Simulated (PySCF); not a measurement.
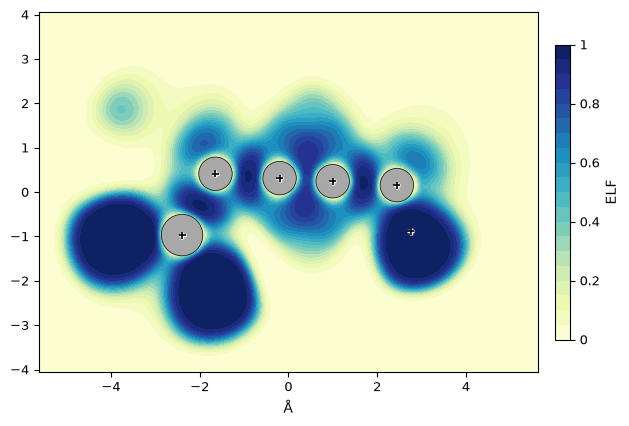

The electron localisation function on a plane through atoms (crosses mark nuclei in the plane; grey discs cover the cores).

Theory: CAM-B3LYP/def2-SVPD, SCF density, gas phase in PySCF 2.14.0.

Candidates:
A. B2F4H2
B. C4H8B2

Which system is this?

Candidate B: C4H8B2 on the plane of atoms B3, C2 and C4, which holds C, B and H. C–C (1.20 Å): the ELF peaks at about 0.85 between the atoms: a short, multiple covalent bond. C–B (1.57 Å): the ELF peaks at about 0.95 between the atoms: a shared electron pair.
